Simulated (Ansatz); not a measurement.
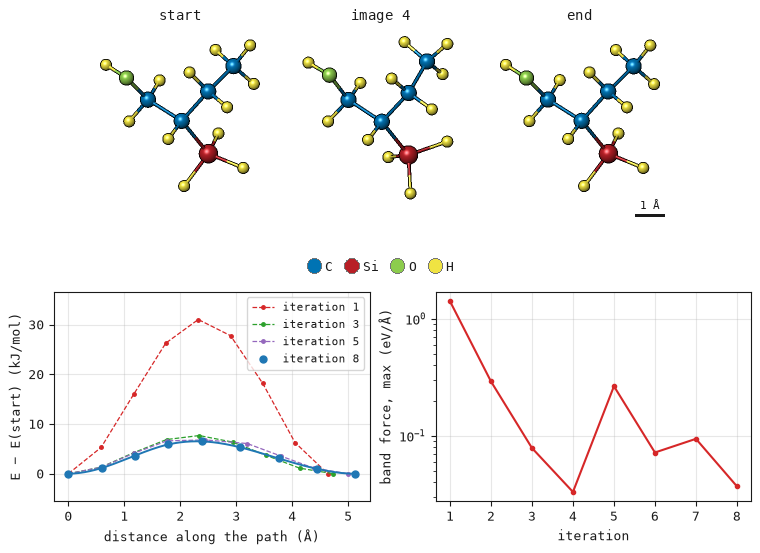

NEB run on C4H12OSi. Images are numbered from 0 (start) to 8 (end). The plot follows the band through its iterations. The picture is a ball-and-stick view, seen at a tilt.

Level of theory: RKS r2SCAN/STO-3G (Ansatz 0.2.0). Settings: 7 movable images; climbing image; force threshold 0.05 eV/Å; iteration limit 33; starting path by image-dependent pair potential.

Did the band converge, and can the barrier be trusted?

Answer. The result is final at these settings. The band converged in 8 iterations. The largest component of the band force went from 1.4 to 0.037 eV/Å. The climbing image converged on the top of the path. Its vibrational analysis gives one imaginary mode (112i cm⁻¹), as a transition state must have. The first iteration put the highest image at 31.0 kJ/mol. The two ends have the same energy, and the highest point, image 4, lies 6.5 kJ/mol above the start.

Limits of the set-up: STO-3G is a minimal basis, so the numbers are rough.
